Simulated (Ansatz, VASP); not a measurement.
# Cross-check of SrBRh between VASP and Ansatz

Wanted: the spread between two codes on one cell, functional and k mesh. The cell is generated by rule, not measured, and may not be a known phase. The cell comes out of the VASP series on this material, whose earlier steps may have relaxed, scaled or displaced it; both programs get it as it stands.

Method: plane waves, with VASP 6.6.1 beside it; relaxation of cell and atoms at PBE, in Ansatz 0.2.0.

**1. Starting point**

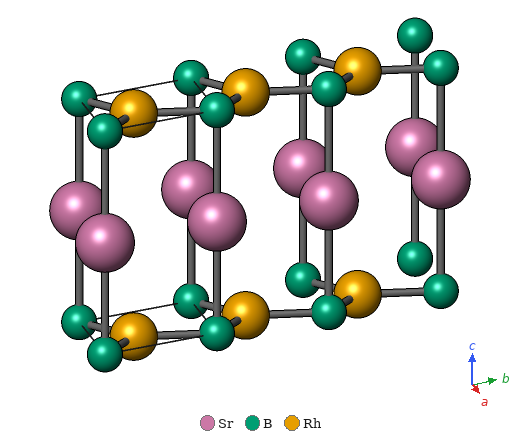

The cell as given, slightly off an axis (strontium pink, boron teal, rhodium orange). 1×3×1 cells are drawn. Some periodic images of atoms are drawn too.

**2. VASP: relaxation of cell and atoms, PBE**

The relaxed volume is the usual yardstick between codes: its relative difference is about their pressure difference at one cell divided by the bulk modulus.

Lines of VASP's logs that name or quote its potential files are left out, and so is its time.

INCAR

```
SYSTEM = SrBRh
PREC = Accurate
ENCUT = 420
EDIFF = 1E-06
NELM = 100
ISMEAR = -1
SIGMA = 0.05
LREAL = .FALSE.
ALGO = Normal
GGA = PE
LORBIT = 11
LWAVE = .FALSE.
LCHARG = .FALSE.
IBRION = 2
NSW = 60
ISIF = 3
EDIFFG = -0.01
```

POSCAR

```
SrBRh
1.0
    3.5515434552     -0.0000000009      0.0000000000
   -1.7757717342      3.0757268615      0.0000000000
    0.0000000000      0.0000000000      5.5509464864
Sr B Rh
1 1 1
Direct
    0.0000000000      0.0000000000      0.5000000000
    0.0000000000      0.0000000000      0.0000000000
    0.6666666700      0.3333333300      0.0000000000
```

KPOINTS

```
Automatic mesh
0
Gamma
9 9 5
0 0 0
```

Potentials, in the order of the species: Sr_sv, B and Rh_pv (PBE family, release 64).

Launch:

```sh
$ mpirun -np 1 vasp_std
```

Numbers of over 12 decimals in the logs are rounded to 6 here.

Log:

```text
[banner, memory and clock lines left out]
running    1 mpi-ranks, on    1 nodes
 distrk:  each k-point on    1 cores,    1 groups
 distr:  one band on    1 cores,    1 groups

 POSCAR found type information on POSCAR SrB Rh
 POSCAR found :  3 types and       3 ions
 LDA part: xc-table for (Slater+PW92), standard interpolation
 POSCAR, INCAR and KPOINTS ok, starting setup
 FFT: planning ... GRIDC
 FFT: planning ... GRID_SOFT
 FFT: planning ... GRID
 WAVECAR not read
 entering main loop
       N       E                     dE             d eps       ncg     rms          rms(c)
DAV:   1     0.178092592310E+03    0.17809E+03   -0.14948E+04  1392   0.130E+03
DAV:   2    -0.871007527115E+01   -0.18680E+03   -0.18330E+03  1470   0.353E+02
DAV:   3    -0.172388767332E+02   -0.85288E+01   -0.84074E+01  2218   0.637E+01
DAV:   4    -0.173785531186E+02   -0.13968E+00   -0.13949E+00  1598   0.647E+00
DAV:   5    -0.173823135375E+02   -0.37604E-02   -0.37599E-02  1900   0.814E-01    0.224E+01
DAV:   6    -0.163038648719E+02    0.10784E+01   -0.20727E+01  1362   0.288E+01    0.992E+00
DAV:   7    -0.157242193315E+02    0.57965E+00   -0.94172E+00  1536   0.197E+01    0.114E+01
DAV:   8    -0.155533679063E+02    0.17085E+00   -0.94290E-01  1492   0.532E+00    0.487E+00
DAV:   9    -0.155397768504E+02    0.13591E-01   -0.10313E-01  1438   0.238E+00    0.429E-01
DAV:  10    -0.155396019909E+02    0.17486E-03   -0.57752E-03  1674   0.461E-01    0.181E-01
DAV:  11    -0.155396561384E+02   -0.54148E-04   -0.42330E-04  1700   0.124E-01    0.570E-02
DAV:  12    -0.155396576887E+02   -0.15504E-05   -0.78522E-05  1486   0.707E-02    0.123E-02
DAV:  13    -0.155396591653E+02   -0.14766E-05   -0.72741E-06  1612   0.224E-02    0.680E-03
DAV:  14    -0.155396590131E+02    0.15223E-06   -0.45527E-07   778   0.541E-03
   1 F= -.15539659E+02 E0= -.15531741E+02  d E =-.155397E+02
[...]
2 F= -.15542077E+02 E0= -.15534263E+02  d E =-.241825E-02
[...]
3 F= -.15542080E+02 E0= -.15534271E+02  d E =-.242087E-02
[...]
4 F= -.15542263E+02 E0= -.15534552E+02  d E =-.183231E-03
 trial-energy change:   -0.000183  1 .order   -0.000191   -0.000505    0.000123
 step:   0.7954(harm=  0.8077)  dis= 0.00000  next Energy=   -15.542276 (dE=-0.196E-03)
 bond charge predicted
       N       E                     dE             d eps       ncg     rms          rms(c)
DAV:   1    -0.155428885936E+02   -0.62605E-03   -0.93999E-03  1334   0.945E-01    0.207E-01
DAV:   2    -0.155429198968E+02   -0.31303E-04   -0.12207E-02  1442   0.718E-01    0.219E-01
DAV:   3    -0.155422899894E+02    0.62991E-03   -0.35113E-03  1436   0.350E-01    0.291E-02
DAV:   4    -0.155422796917E+02    0.10298E-04   -0.13811E-04  1432   0.650E-02    0.359E-02
DAV:   5    -0.155422793175E+02    0.37417E-06   -0.11474E-05  1840   0.190E-02    0.244E-02
DAV:   6    -0.155422789218E+02    0.39576E-06   -0.45088E-06  1278   0.130E-02
   5 F= -.15542279E+02 E0= -.15534545E+02  d E =-.199036E-03
 curvature:  -0.43 expect dE=-0.349E-06 dE for cont linesearch -0.349E-06
 trial: gam= 0.00000 g(F)=  0.251E-42 g(S)=  0.811E-06 ort =-0.209E-04 (trialstep = 0.962E+00)
 search vector abs. value=  0.811E-06
 reached required accuracy - stopping structural energy minimisation
```

Parts of OUTCAR (step 2):

```text
ion  position               nearest neighbor table
   1  0.000  0.000  0.500-   2 2.78   2 2.78   3 3.45   3 3.45   3 3.45   3 3.45   3 3.45   3 3.45

  LATTYP: Found a hexagonal cell.
 ALAT       =     3.5515434552
 C/A-ratio  =     1.5629673567

 Subroutine GETGRP returns: Found 12 space group operations
 (whereof 12 operations were pure point group operations)

The static configuration has the point symmetry D_3h.

 Found     36 irreducible k-points:

   k-points           NKPTS =     36   k-points in BZ     NKDIM =     36   number of bands    NBANDS=     18

   dimension x,y,z NGX =    24 NGY =   24 NGZ =   40
   dimension x,y,z NGXF=    48 NGYF=   48 NGZF=   80

   ENCUT  =  420.0 eV  30.87 Ry    5.56 a.u.   5.93  5.93  9.28*2*pi/ulx,y,z

   NELECT =      28.0000    total number of electrons

 k-points in reciprocal lattice and weights: Automatic mesh
   0.00000000  0.00000000  0.00000000       0.002
   0.11111111 -0.00000000  0.00000000       0.015
   0.22222222  0.00000000  0.00000000       0.015
   0.33333333 -0.00000000  0.00000000       0.015
   0.44444444  0.00000000  0.00000000       0.015
   0.11111111  0.11111111  0.00000000       0.015
   0.22222222  0.11111111  0.00000000       0.030
   0.33333333  0.11111111  0.00000000       0.030
   0.44444444  0.11111111  0.00000000       0.015
[...]
0.33333333  0.22222222  0.40000000       0.059
   0.33333333  0.33333333  0.40000000       0.010

 average (electrostatic) potential at core
       1 -36.6679       2 -27.8084       3 -77.5537

 E-fermi :   4.9833

 k-point     1 :       0.0000    0.0000    0.0000
  band No.  band energies     occupation
    ...
     11       1.5542      2.00000
     12       3.1374      2.00000
     13       3.1374      2.00000
     14       3.8055      2.00000
     15       4.9160      1.58718
     16       8.1076      0.00000
     17       8.1076      0.00000
     18      10.7382      0.00000

 k-point     2 :       0.1111   -0.0000    0.0000
  band No.  band energies     occupation
    ...
     10       0.5654      2.00000
     11       1.7273      2.00000
     12       2.6749      2.00000
     13       3.1017      2.00000
     14       4.3237      2.00000
     15       5.1062      0.15791
     16       7.6643      0.00000
     17       8.3798      0.00000
     18       9.5902      0.00000

 k-point     3 :       0.2222    0.0000    0.0000
  band No.  band energies     occupation
    ...
     10       0.9924      2.00000
     11       2.1078      2.00000
     12       2.1177      2.00000
     13       3.0130      2.00000
     14       4.9664      1.16748
     15       5.5609      0.00002
     16       6.8150      0.00000
     17       8.6538      0.00000
     18       8.9161      0.00000

  Total        0.0021783      0.0021783      0.0063965     -0.0000000     -0.0000000     -0.0000000
  in kB        0.0575766      0.0575766      0.1690725     -0.0000000     -0.0000000     -0.0000000
  external PRESSURE =       0.0947419 kB  Pullay stress =       0.0000000 kB

  energy-cutoff  :      420.00
  volume of cell :       60.62
      direct lattice vectors                 reciprocal lattice vectors
     3.565405080 -0.000000001  0.000000000     0.280473040  0.161931185 -0.000000000
    -1.782702547  3.087731381 -0.000000000     0.000000000  0.323862369 -0.000000000
     0.000000000  0.000000000  5.505956387    -0.000000000  0.000000000  0.181621489

 POSITION                                       TOTAL-FORCE (eV/Angst)
 -----------------------------------------------------------------------------------
     -0.00000      0.00000      2.75298         0.000000     -0.000000      0.000000
      0.00000      0.00000      0.00000         0.000000     -0.000000      0.000000
      1.78270      1.02924      0.00000        -0.000000      0.000000     -0.000000
 -----------------------------------------------------------------------------------
    total drift:                               -0.000025      0.000015      0.000000

  FREE ENERGIE OF THE ION-ELECTRON SYSTEM (eV)
  ---------------------------------------------------
  free  energy   TOTEN  =       -15.5422789218 eV

  energy  without entropy=      -15.5268112986  energy(sigma->0) =      -15.53454511

 reached required accuracy - stopping structural energy minimisation

 total charge
# of ion       s       p       d       tot
------------------------------------------
    1        2.054   5.746   0.265   8.066
    2        0.762   1.004   0.000   1.767
    3        0.473   6.227   7.225  13.925
--------------------------------------------------
tot          3.289  12.978   7.491  23.758

[... 3 further parts left out ...]
```

CONTCAR:

```
SrBRh
   1.00000000000000
     3.5654050800782278   -0.0000000009366688    0.0000000000000000
    -1.7827025466935873    3.0877313808730871   -0.0000000000000000
     0.0000000000000000    0.0000000000000000    5.5059563868770036
  Sr              B               Rh
     1     1     1
Direct
     0.0000000000000000    0.0000000000000000    0.5000000000000000
     0.0000000000000000    0.0000000000000000    0.0000000000000000
     0.6666666699999979    0.3333333300000021    0.0000000000000000
```

**3. Ansatz: relaxation of cell and atoms, PBE**

Ansatz runs on its default PAW (the set named soft_2) files.

The same cell, functional, mesh and smearing now go to Ansatz, which takes its cutoff from its data sets.

input.yaml

```yaml
crystal:
  lattice:
    - [3.5515434552, -9.0e-10, 0.0]
    - [-1.7757717342, 3.0757268615, 0.0]
    - [0.0, 0.0, 5.5509464864]
  atoms:
    - { symbol: Sr, position: [0.0, 0.0, 0.5] }
    - { symbol: B, position: [0.0, 0.0, 0.0] }
    - { symbol: Rh, position: [0.66666667, 0.33333333, 0.0] }
hamiltonian:
  xc: pbe
  pseudopotentials: { kind: paw }
kpoints:
  mp_grid: { grid: [9, 9, 5] }
scf:
  occupations: { method: fermi_dirac, width: 0.05 }
relax:
  f_tol: 0.01
  max_steps: 60
  cell: { stress_tol: 0.05 }
output:
  forces: true
  stress: true
  write_density: true
  write_potential: true
  elf: true
  volumetric_format: npy
```

Launch:

```sh
$ ansatz run input.yaml --threads 4 --pin off --max-ram 9216MiB --backend cpu --events-out ev --progress --plain --runs-dir out
```

Log:

```text
Warning: the atoms were moved onto the symmetric positions of the space group found under crystal.symmetry.tolerance 1.0e-5 (fractional; no operation is sought that the atoms, as they stand in a round, miss by more than twice it, and no atom is moved by as much as it), and the run uses the moved positions. Before a round's move an operation carried an atom to 2.37e-8 Å from where it should land, the largest such dist [...]
Engine: ansatz 0.2.0, aarch64-unknown-linux-gnu
Pseudopotentials: kind: paw
Pseudopotential: Sr, paw, valence charge 10, recommended cutoff 420 eV (normal), Sr.paw.azcp
Pseudopotential: B, paw, valence charge 3, recommended cutoff 420 eV (normal), B.paw.azcp
Pseudopotential: Rh, paw, valence charge 17, recommended cutoff 420 eV (normal), Rh.paw.azcp
Functional definition: PBE
  parameter kappa = 0.804
  parameter beta = 0.066725
  exchange = pbe_x(kappa = kappa, mu = beta*pi^2/3)
  correlation = pbe_c(beta = beta)
Crystal: 3 atoms, lattice volume = 60.636 Å³
Basis set: ecut = 420 eV, 1153 PW (Γ), exchange–correlation on 48×48×80 points (8 copies of the dense FFT grid, shifted against one another)
Bands: 19, of which v1, the nominal top of the filled ones, is band 15 counted from 1 (14 counted from 0)
Symmetry: 12 space group operations
Space group: P-6m2 (ITA 187), of the structure as read, at distance tolerance 3.9e-5 Å
k-points: 36 of 405 (time reversal used)
Non-local potential: Sr, projectors of the file, l = 0: 3, l = 1: 2, l = 2: 2
Non-local potential: B, projectors of the file, l = 0: 2, l = 1: 2, l = 2: 1
Non-local potential: Rh, projectors of the file, l = 0: 3, l = 1: 2, l = 2: 2, l = 3: 1
PAW form: soft (Blöchl's): semilocal exchange-correlation on the pseudo side does not see the compensation charge
PAW one-centre angular grid: Sr, 110 points (default); XC on 64 Gauss nodes
PAW one-centre angular grid: B, 110 points (default); XC on 64 Gauss nodes
PAW one-centre angular grid: Rh, 590 points (default); XC on 64 Gauss nodes
Initial density: superposition of atomic densities (neutral atoms: chi_scale 0, normalization atom), corrected by the library's trained network
Initial wavefunctions: pseudopotential atomic-orbital guess
Functional: x = pbe(κ = 0.804, μ = 0.219515), c = pbe(β = 0.066725)
SCF iter   1: F=—  HF=-10102.997266 eV  |F-HF|=—  |Δ(HF+E_count)|=         —  Δρ=1.18e-2  dr2=1.96e-1  ethr=1.77e-3  ⟨swp⟩=7.4  Hψ=4053  notcnv=0
preconditioner: auto → Kerker (q_TF=auto, 2.426 Å⁻¹)  [metal: Δε(μ)=0.047 eV  Ē_g=9.600 eV  σ=0.050 eV  W_gap=0.22  n_scr=22 (ndim 8)  ℏωp=21.3 eV  f_vac=0.000  D(μ)=1.77/eV (n_scr^D=10)]
SCF iter   2: F=—  HF=-10102.983460 eV  |F-HF|=—  |Δ(HF+E_count)|=   1.38e-2  Δρ=4.16e-3  dr2=2.20e-2  ethr=6.53e-4  ⟨swp⟩=1.1  Hψ=979  notcnv=0
SCF iter   3: F=—  HF=-10102.981059 eV  |F-HF|=—  |Δ(HF+E_count)|=   2.40e-3  Δρ=1.21e-3  dr2=2.18e-3  ethr=7.32e-5  ⟨swp⟩=1.2  Hψ=696  notcnv=0
SCF iter   4: F=—  HF=-10102.980897 eV  |F-HF|=—  |Δ(HF+E_count)|=   1.62e-4  Δρ=3.51e-4  dr2=8.94e-5  ethr=7.26e-6  ⟨swp⟩=1.9  Hψ=767  notcnv=0
SCF iter   5: F=—  HF=-10102.980921 eV  |F-HF|=—  |Δ(HF+E_count)|=   2.40e-5  Δρ=1.04e-4  dr2=9.16e-6  ethr=2.98e-7  ⟨swp⟩=2.1  Hψ=961  notcnv=0
SCF iter   6: F=—  HF=-10102.980923 eV  |F-HF|=—  |Δ(HF+E_count)|=   2.22e-6  Δρ=3.28e-5  dr2=6.72e-7  ethr=3.05e-8  ⟨swp⟩=2.8  Hψ=1067  notcnv=0
SCF iter   7: F=—  HF=-10102.980923 eV  |F-HF|=—  |Δ(HF+E_count)|=   8.59e-9  Δρ=8.74e-6  dr2=1.34e-7  ethr=3.33e-10  ⟨swp⟩=9.2  Hψ=4754  notcnv=0
SCF iter   8: F=-10102.980923 eV  HF=-10102.980923 eV  |F-HF|=8.80e-10  |Δ(HF+E_count)|=   3.09e-9  Δρ=2.46e-6  dr2=4.46e-9  ethr=3.33e-10  ⟨swp⟩=8.1  Hψ=4126  notcnv=0
SCF 1 converged in 8 iterations: F = -10102.980923 eV  dr2 = 4.46e-9
  greatest PAW one-centre occupation: 1.000 electrons in one spin orbital (limit 2), on the Rh atom at site 2 (counted from 0), in its partial waves of l = 0
relax step   1: F+E_penalty+E_count = -10102.98092273 eV  Δ(F+E_penalty+E_count) = +0.000e0 eV  max|allowed force component| = 1.419e-16 eV/Å  Δτ_max = 0.0000 Å  P = +0.186 GPa  Ω = 60.636 Å³  (8 SCF iters, dr2 threshold 1.00e-7 eV, accepted)
[...]
relax step   2: F+E_penalty+E_count = -10102.98352684 eV  Δ(F+E_penalty+E_count) = -2.604e-3 eV  max|allowed force component| = 9.869e-17 eV/Å  Δτ_max = 0.0000 Å  P = +0.419 GPa  Ω = 60.311 Å³  energy of the carried Pulay correction = +8.361e-5 eV  (6 SCF iters, dr2 threshold 3.00e-7 eV, accepted)
[...]
relax step   3: F+E_penalty+E_count = -10102.98371652 eV  Δ(F+E_penalty+E_count) = -1.897e-4 eV  max|allowed force component| = 4.934e-17 eV/Å  Δτ_max = 0.0000 Å  P = -0.134 GPa  Ω = 60.724 Å³  energy of the carried Pulay correction = -9.004e-5 eV  (6 SCF iters, dr2 threshold 3.00e-7 eV, accepted)
[...]
relax step   4: F+E_penalty+E_count = -10102.98380216 eV  Δ(F+E_penalty+E_count) = -8.564e-5 eV  max|allowed force component| = 2.035e-16 eV/Å  Δτ_max = 0.0000 Å  P = -0.001 GPa  Ω = 60.625 Å³  energy of the carried Pulay correction = -4.786e-5 eV  (6 SCF iters, dr2 threshold 6.05e-8 eV, accepted)
[...]
relax step   5: F+E_penalty+E_count = -10102.98385084 eV  Δ(F+E_penalty+E_count) = -4.868e-5 eV  max|allowed force component| = 2.097e-16 eV/Å  Δτ_max = 0.0000 Å  P = -0.002 GPa  Ω = 60.625 Å³  stress off target by 4.51e-3 GPa  SCF on the basis re-selected at this cell (its energy is not comparable with the rows above)  (6 SCF iters)
basis re-selected at this cell: Δ(F+E_penalty+E_count) = -4.868e-5 eV, ΔP = -0.001 GPa vs the last step (what re-selecting the basis moved, of the pressure what is left beyond the Pulay correction that the steps carried, after the strain that the cell walked since its last selection, with what the two solves' SCF thresholds leave and, on support functions, any second-order correction that the steps lacked; it is no m [...]
SCF converged after 6 iterations
Free energy (F): -10102.983851 eV
Harris-Foulkes:  -10102.983851 eV  (|F-HF|=1.82e-12)
Internal energy: -10102.968546 eV  (E = F + TS)
E sigma→0 (E₀):  -10102.976198 eV
Entropy (-TS):   -0.015305 eV (-5.102 meV/atom)
Fermi energy:    10.901259 eV
--- Per-component energies (eV) ---
  E_band       = -334.641013
  E_kinetic    = 863.117400
  E_local      = -3359.374888  (includes V_loc(G=0)·N_el)
  E_nonlocal   = 570.425777
  E_hartree    = 1191.450655
  E_xc         = -425.880015
  E_vxc        = -476.756342  (∫ρ·V_xc dr)
  E_paw        = -6360.394329  (= ΣΔE_a)
  E_vpaw       = -314.955172  (= ΣTr[D̂ρ^β])
  E_aug_tail   = 0.000881  (compensation charges beyond the density's cutoff)
  E_ewald      = -2582.314026
  E_smearing   = -0.015305  (= −TS)
  E_closure    = 0.000000  (closes the sum)
  Σ components = -10102.983851   (vs F -10102.983851, Δ=0.00e0)
--- Forces (eV/Å), atoms counted from 1 ---
  atom   1  Sr     0.00000000     0.00000000     0.00000000
  atom   2  B     -0.00000000    -0.00000000     0.00000000
  atom   3  Rh    -0.00000000    -0.00000000     0.00000000
  max |Σ_I F_I| component: 1.85e-16 eV/Å
--- Stress (GPa, compression-positive) ---
       -0.000187       0.000000       0.000000
        0.000000      -0.000187       0.000000
        0.000000       0.000000      -0.004513
  P = ⅓ Tr σ = -0.0016 GPa (-0.016 kbar)
--- Band table (eV; the first three rows and the last of 36) ---
  k-point 0: bands = [... 11 lower, 7.4662, 9.0420, 9.0420, 9.7255, 10.8365, 14.0360, 14.0360, 16.6611]
  k-point 1: bands = [... 11 lower, 7.4702, 9.0400, 9.0400, 9.3009, 10.6872, 14.1114, 14.1114, 16.4295]
  k-point 2: bands = [... 11 lower, 7.3688, 8.8391, 9.0361, 9.0361, 10.3746, 14.2563, 14.2563, 16.1558]
  k-point 35: bands = [... 11 lower, 8.0041, 8.3214, 8.8946, 9.1987, 11.2082, 11.9808, 12.8393, 13.0403]
--- Relaxed structure (4 steps of the walk, 4 accepted, 1 SCFs on fresh bases) ---
  F+E_penalty+E_count = -10102.98385084 eV   max|allowed force component| = 2.097e-16 eV/Å   (the final SCF, on the basis selected at the relaxed cell)
  cell:  # Å, volume = 60.6247 Å³
    - [3.566677, 3.3748316403930745e-9, 0.0]
    - [-1.783339, 3.088833, 0.0]
    - [0.0, 0.0, 5.502898]
  atoms:
    - { symbol: Sr, position: [2.0559685587593038e-17, -6.167905696957429e-17, 0.500000] }
    - { symbol: B, position: [2.0559685587593038e-17, -6.167905696957429e-17, 0.0] }
    - { symbol: Rh, position: [0.666667, 0.333333, 0.0] }
```

Elapsed: 6.3 s, on 4 threads of Arm Neoverse V2, shared host; peak memory 0.4 GiB.

**4. Comparison**

Known differences besides the PAW data sets themselves: both relaxations stop at a tolerance, which leaves soft axes loose, and VASP keeps its plane-wave basis; the data sets hold 30 valence electrons in Ansatz (default PAW (the set named soft_2) files) and 28 in VASP; VASP leaves aspherical gradient terms in its spheres out (LASPH is not set), Ansatz keeps them; Ansatz adds a Pulay correction to the stress that steers its cell, VASP none. Total energies have different zeros and are not compared.

Both answers:

```
                                         quantity  Ansatz   VASP  difference
                                      volume (Å³)   60.62  60.62     +0.02 %
edge a after relaxation, in the typed setting (Å)   3.567  3.565     +0.04 %
edge c after relaxation, in the typed setting (Å)   5.503  5.506     -0.06 %
```

The walks stopped with 0.00 GPa left in Ansatz and 0.01 GPa in VASP; each walk ends within a tolerance, so the volume difference is uncertain by about these residues over the bulk modulus, most in soft cells.

**5. Results**

| Property | Result |
| --- | --- |
| difference in edge c after relaxation, in the typed setting (relaxation of cell and atoms, PBE) | -0.056 % |

The difference in edge c after relaxation, in the typed setting is -0.056 % (relaxation of cell and atoms, PBE), within the 1.2 % picked in this series as the mark of a large difference, as far as the stopping tolerances let one tell. How closely two codes agree says nothing of how well the functional describes the real material.

[Lines on the potential files, build, host, timing and source positions are cut from VASP's logs without a mark.]

[Logs are printed without paths, hosts, clocks, repeated set-up lines and the standing remarks that a program may print on its own settings, such as how far it seeks lower states.]

[Hosts, paths, dates, database ids (printed as entryN), source tags and the programs' standing remarks are cut or masked in the printed files.]
